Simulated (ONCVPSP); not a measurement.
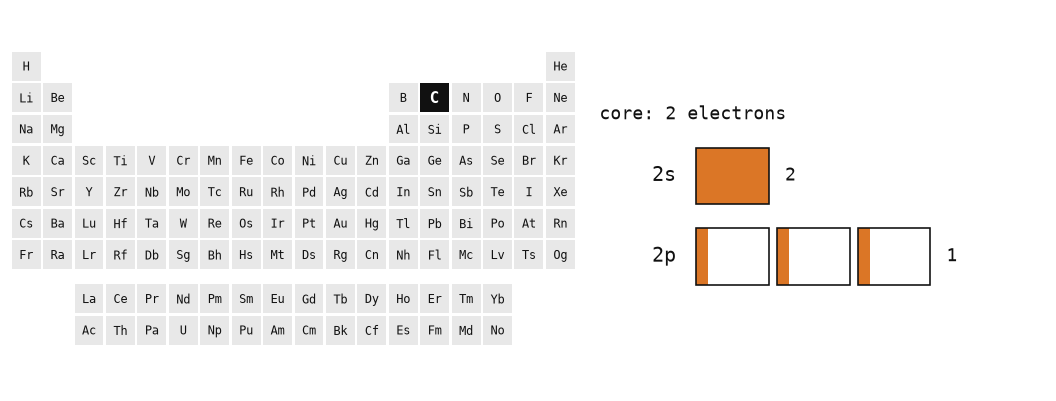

Left, the place of carbon in the periodic table; right, the valence shells of the reference configuration: a box for each of the 2l + 1 orbitals, shaded by the share of the shell that is filled, with the electron count at the right.

# Run report: C, pseudopotential generation

System: carbon (C, Z = 6), core [He], reference valence 2s2 2p1 (an ion of charge +1), valence charge 4.
Method: ONCV potential, PBEsol, scalar-relativistic, made with ONCVPSP 4.0.1.

## The program's output (extracts)
```
ONCVPSP  (Optimized Norm-Conservinng Vanderbilt PSeudopotential)
scalar-relativistic version 4.0.1

#   n    l    f        energy (Ha)
    1    0    2.00    -1.0547857E+01
    2    0    2.00    -9.4151944E-01
    2    1    1.00    -6.2131130E-01

Reference configufation results
  iterations    23
  all-electron total energy (Ha)   -3.71968820D+01

Begin loop to  construct optimized pseudo wave functions
and semi-local pseudopoentials for all angular momenta

   Wellstate for l =  0  n =  4
     eigenvalue =   2.1585
     asymptotic potential =   2.6585
     half-point radius =  2.8435

Calculating optimized projector #   1

 for l=   0

    Fraction of norm inside rc  0.113000
    Optimizing pswf for qcut=   9.02 a_B^-1,  ecut=  40.65 Ha
    Residual kinetic energy error=  3.02D-04 Ha

    Energy error per electron        Cutoff
         Ha          eV             Ha
         0.01000     0.27211       12.93
         0.00100     0.02721       20.22
         0.00010     0.00272      139.68
         0.00001     0.00027      509.29

Calculating optimized projector #   2

 for l=   0

    Fraction of norm inside rc  0.039963
    Optimizing pswf for qcut=   9.02 a_B^-1,  ecut=  40.65 Ha
    Residual kinetic energy error=  3.98D-03 Ha

    Energy error per electron        Cutoff
         Ha          eV             Ha
         0.01000     0.27211       28.03
         0.00100     0.02721       94.08
         0.00010     0.00272      435.82
         0.00001     0.00027      500.30

   Wellstate for l =  1  n =  5
     eigenvalue =   1.7787
     asymptotic potential =   2.2787
     half-point radius =  4.8828

Calculating optimized projector #   1

 for l=   1

    Fraction of norm inside rc  0.942808
    Optimizing pswf for qcut=   4.00 a_B^-1,  ecut=   8.01 Ha
    Residual kinetic energy error=  1.69D-04 Ha

    Energy error per electron        Cutoff
         Ha          eV             Ha
         0.01000     0.27211        5.47
         0.00100     0.02721        6.95
         0.00010     0.00272       10.09
         0.00001     0.00027       18.66

Calculating optimized projector #   2

 for l=   1

    Fraction of norm inside rc  0.203536
    Optimizing pswf for qcut=   4.00 a_B^-1,  ecut=   8.01 Ha
    Residual kinetic energy error=  1.21D-02 Ha

    Energy error per electron        Cutoff
         Ha          eV             Ha
         0.01000     0.27211        8.44
         0.00100     0.02721       21.58
         0.00010     0.00272       26.01
         0.00001     0.00027       34.07

   Wellstate for l =  2  n =  4
     eigenvalue =   0.2400
     asymptotic potential =   0.7400
     half-point radius =  8.5630

   Wellstate for l =  2  n =  7
     eigenvalue =   4.1400
     asymptotic potential =   4.6400
     half-point radius =  4.8514

Calculating optimized projector #   1

 for l=   2

    Fraction of norm inside rc  0.232533
    Optimizing pswf for qcut=   3.20 a_B^-1,  ecut=   5.11 Ha
    Residual kinetic energy error=  4.64D-04 Ha

    Energy error per electron        Cutoff
         Ha          eV             Ha
         0.01000     0.27211        2.73
         0.00100     0.02721        4.53
         0.00010     0.00272       10.32
         0.00001     0.00027       19.89

Calculating optimized projector #   2

 for l=   2

    Fraction of norm inside rc  0.161651
    Optimizing pswf for qcut=   3.20 a_B^-1,  ecut=   5.11 Ha
    Residual kinetic energy error=  8.74D-01 Ha

    Energy error per electron        Cutoff
         Ha          eV             Ha
         0.01000     0.27211       10.03
         0.00100     0.02721       25.73
         0.00010     0.00272       30.13
         0.00001     0.00027       38.88

Construct Vanderbilt / Kleinmman-Bylander projectors

B matrix Hermiticity error, ll=   0
   1   2   -9.3786E-05

  Orthonormal projector coefficients -3.1439E+01  6.7445E+00

B matrix Hermiticity error, ll=   1
   1   2    2.7886E-05

  Orthonormal projector coefficients -2.3652E+01 -8.7121E-01

B matrix Hermiticity error, ll=   2
   1   2   -2.4601E-05

  Orthonormal projector coefficients  3.5055E+00 -1.0440E+00

Pseudoatom total energy   -4.873768

Diagnostic tests using Vanderbilt-Kleinman-Bylander pseudopotentials
  1 or more projectors used as specified by nproj input data

   l    rcore       rmatch      e in        delta e   norm test  slope test

   0   0.8037126   0.8281151  -0.9415194  -0.0001134   0.9998962   1.0002244
run_diag: lschvkbbe ERROR   2   1   0  60  2.15848056E+00  1.97698685E+00
   0   0.8037126   0.8281151   2.1584806  -0.1814937   0.9859032   1.2443723

   1   2.8567531   2.9434903  -0.6213113  -0.0000002   0.9999944   0.9999953
   1   2.8567531   2.9434903   1.7786887   0.0000047   0.9999920   0.9999920

   2   2.8567531   2.9434903   0.2400000   0.0000014   1.0000020   1.0000020
   2   2.8567531   2.9434903   4.1400000   0.0000303   0.9999564   0.9999564

 Testing for bound ghosts
   n   l    E NL Schr. Eq   E Basis Diag.   E Cutoff

       0                       -7.928553    535.10  WARNING - GHOST(-)
   1   0       -0.941633       -0.731532    535.10

       1                      -16.028481     27.40  WARNING - GHOST(-)
   2   1       -0.621312       -0.621075     27.40

   3   2       -0.074087       -0.041305     31.59

 Testing for highly-localized positive-energy ghosts
       l    <radius>/rc     E Basis Diag.   E Cutoff

Test configuration 0

   n   l     f        eae           eps        diff
   1   0  2.0000  -10.54785737
   2   0  2.0000   -0.94151944   -0.94163282   -1.13D-04
   2   1  1.0000   -0.62131130   -0.62131152   -2.27D-07

    Total energies and differences
      AE_ref= -3.71968820D+01  AE_tst= -3.71968820D+01  dif=  0.00D+00
      PS_ref= -4.87376796D+00  PS_tst= -4.87376796D+00  dif=  8.88D-16
      PSP excitation error= -8.88D-16

Test configuration 1

   n   l     f        eae           eps        diff
   1   0  2.0000   -9.99747441
   2   0  2.0000   -0.50156560   -0.50130459    2.61D-04
   2   1  2.0000   -0.19233060   -0.20055316   -8.22D-03

    Total energies and differences
      AE_ref= -3.71968820D+01  AE_tst= -3.75933575D+01  dif= -3.96D-01
      PS_ref= -4.87376796D+00  PS_tst= -5.27713253D+00  dif= -4.03D-01
      PSP excitation error=  6.89D-03

Test configuration 2

   n   l     f        eae           eps        diff
   1   0  2.0000  -11.28617539
   2   0  2.0000   -1.47651988   -1.45129652    2.52D-02

    Total energies and differences
      AE_ref= -3.71968820D+01  AE_tst= -3.63142155D+01  dif=  8.83D-01
      PS_ref= -4.87376796D+00  PS_tst= -4.01170255D+00  dif=  8.62D-01
      PSP excitation error=  2.06D-02

Test configuration 3

   n   l     f        eae           eps        diff
   1   0  2.0000  -12.14149460
   2   0  1.0000   -2.05186602   -2.01725513    3.46D-02

    Total energies and differences
      AE_ref= -3.71968820D+01  AE_tst= -3.45515773D+01  dif=  2.65D+00
      PS_ref= -4.87376796D+00  PS_tst= -2.27864755D+00  dif=  2.60D+00
      PSP excitation error=  5.02D-02

Test configuration 4

   n   l     f        eae           eps        diff
   1   0  2.0000  -10.06377699
   2   1  4.0000   -0.22248543   -0.23718270   -1.47D-02

    Total energies and differences
      AE_ref= -3.71968820D+01  AE_tst= -3.69733074D+01  dif=  2.24D-01
      PS_ref= -4.87376796D+00  PS_tst= -4.66930607D+00  dif=  2.04D-01
      PSP excitation error=  1.91D-02
```

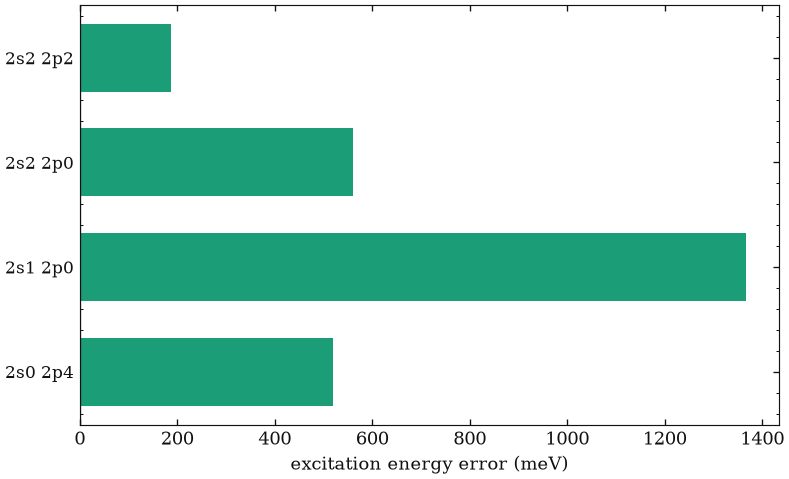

Errors, all-electron minus pseudo, of the energies of valence configurations relative to the unpolarised reference 2s2 2p1.

- Worst configuration: 2s1 2p0 (charge +3): the error is +1366 meV on an all-electron energy of +71.98 eV relative to the reference, or 1.9 %.
- Errors in meV: 2s2 2p2: +187; 2s2 2p0: +561; 2s1 2p0: +1366; 2s0 2p4: +520. The potential isn't sound: its ghost test gives GHOST(-) flagged for s at -215.7 eV, p at -436.2 eV; no localised positive-energy state flagged.

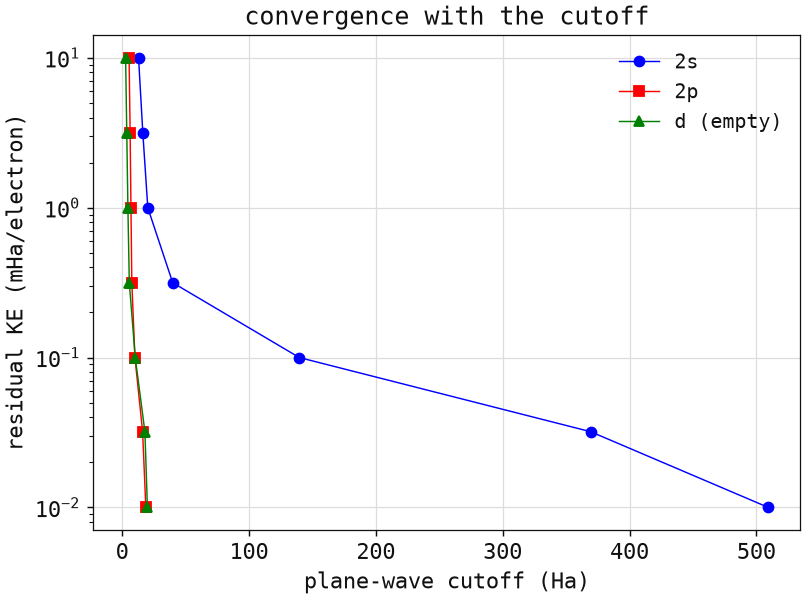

Residual kinetic energy of the pseudo-waves (the first of each channel, and further valence shells) beyond the plane-wave cutoff, as the generator prints it.

- Cutoffs for 1 mHa per electron: 2s: 20 Ha; 2p: 6.9 Ha; d (empty): 4.5 Ha.
- Hardest wave at 1 mHa per electron: 2s, with rc = 0.80 bohr and qcut = 9 1/bohr. The optimisation minimises, but can't always remove, the kinetic energy above qcut²/2 = 40.5 Ha, and a larger rc would as a rule soften the wave at some cost in transferability.
- Cutoffs for the occupied states: 20 Ha for 1 mHa and 140 Ha for 0.1 mHa per electron. The first is set by 2s.

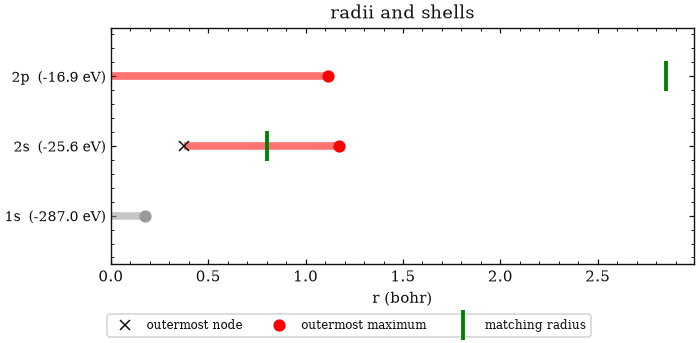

Outer shells of the all-electron reference atom: each bar runs from the outermost node (or the nucleus) to the outermost maximum of u(r); the tick is the radius chosen for the pseudo-wave. Shells without a tick have no pseudo-wave of their own. Levels, nodes and maxima are from ld1.x, scalar-relativistic.

- Radii against the shells: 2s: 0.80 bohr, between node and maximum; 2p: 2.85 bohr, outside the maximum.

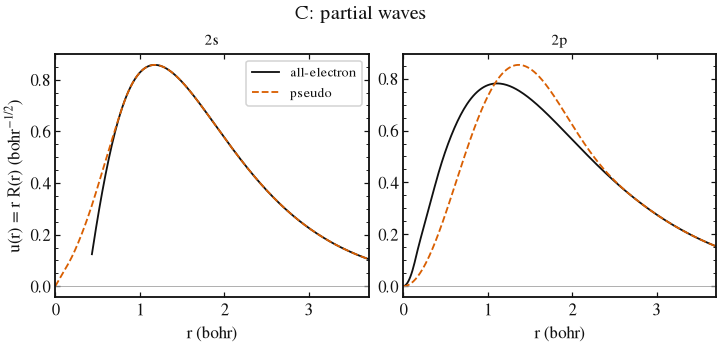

Pseudo-waves (dashed) against the all-electron radial functions (solid). The innermost oscillations of some all-electron curves aren't drawn. Reference configuration 2s2 2p1.

- Matching radii: 2s at 0.80 bohr; 2p at 2.85 bohr. The curves merge smoothly, so the plot gives these only roughly.
- Nodes of the pseudo-waves: 2s has no node; 2p has no node.
- Cutoffs needed: 20 Ha (loose) and 140 Ha (tight), as the cutoffs at which the residual kinetic energy of the hardest occupied pseudo-wave falls to 1 and 0.1 mHa per electron.

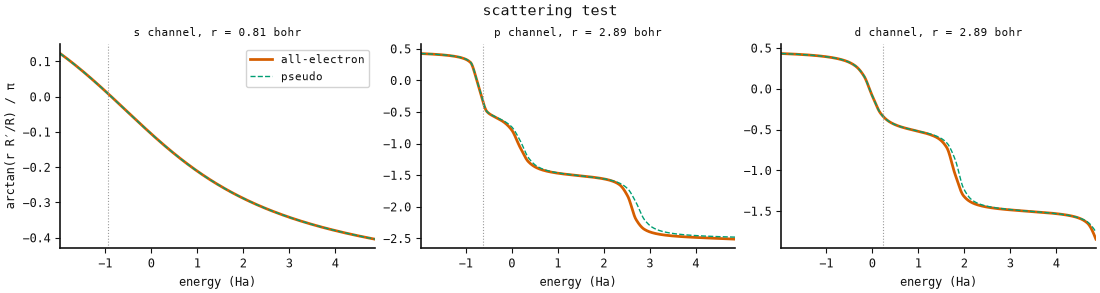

Unwrapped phase arctan(r R′/R) in units of π against energy, all-electron (solid) and pseudo (dashed); the pseudo phase is matched to the all-electron one at the reference energy. Here R(r) is the radial function. The dotted line marks the reference energy of the channel. Not drawn: f: not judged.

- Poles, where the radial function vanishes at the test radius: s: all-electron at no energy in the range, pseudo at no energy in the range; p: all-electron at -0.5, 1.3 and 4.4 Ha, pseudo at -0.5 and 1.4 Ha; d: all-electron at 0.8 and 3.3 Ha, pseudo at 0.8 and 3.4 Ha.
- Range over which the phases agree within 0.05 rad: s: over the whole range drawn; p: up to about -0.2 Ha; d: up to about 1.4 Ha.
- Ghost states: the plot shows none: the two phases stay within 0.86 rad of each other in all channels drawn. The separate test gives: GHOST(-) flagged for s at -215.7 eV, p at -436.2 eV; no localised positive-energy state flagged. The bound ghosts lie below the range of the plot.

## Input
```
# ATOM AND REFERENCE CONFIGURATION
# atsym  z   nc   nv     iexc    psfile
  C 6.00    1    2  -116133      upf
#
#   n    l    f
    1    0    2.00
    2    0    2.00
    2    1    1.00
#
# PSEUDOPOTENTIAL AND OPTIMIZATION
# lmax
    2
#
#   l,   rc,      ep,       ncon, nbas, qcut
    0    0.80    0.00    3    8    9.00
    1    2.85    0.00    4    7    4.00
    2    2.85    0.24    4    7    3.20
#
# LOCAL POTENTIAL
# lloc, lpopt,  rc(5),   dvloc0
    4    5    0.65    0.00
#
# VANDERBILT-KLEINMAN-BYLANDER PROJECTORs
# l, nproj, debl
    0    2    3.10
    1    2    2.40
    2    2    3.90
#
# MODEL CORE CHARGE
# icmod, fcfact, rcfact
    0    0.00    0.00
#
# LOG DERIVATIVE ANALYSIS
# epsh1, epsh2, depsh
   -2.00    5.00    0.02
#
# OUTPUT GRID
# rlmax, drl
    6.00    0.01
#
# TEST CONFIGURATIONS
# ncnf
    4
# nvcnf
#   n    l    f
    2
    2    0    2.00
    2    1    2.00
#
    2
    2    0    2.00
    2    1    0.00
#
    2
    2    0    1.00
    2    1    0.00
#
    2
    2    0    0.00
    2    1    4.00
#
```

Run as:
```bash
oncvpsp.x < C.dat > C.out
```

## Key numbers

- outcome: generated, with a ghost state
- cutoffs needed: 20 Ha and 140 Ha (the cutoffs at which the residual kinetic energy of the hardest occupied pseudo-wave falls to 1 and 0.1 mHa per electron)
- ghost test: GHOST(-) flagged for s at -215.7 eV, p at -436.2 eV; no localised positive-energy state flagged
- largest excitation error: +1366 meV (all-electron minus pseudo) for 2s1 2p0, out of 4 test configurations
- range over which the phases arctan(r R′/R) at the test radius agree within 0.05 rad (a looser test near the poles than one of phase shifts): s: over the whole range computed; p: up to about -0.2 Ha; d: up to about 1.4 Ha; f: not judged, local potential alone
- hardware: 1 CPU thread, shared host
- wall time: 3.4 s

## Notes

The potential has a bound ghost state, so it can't be used as it stands. An excitation error of 1366 meV in its own tests makes this a poorly transferable potential.
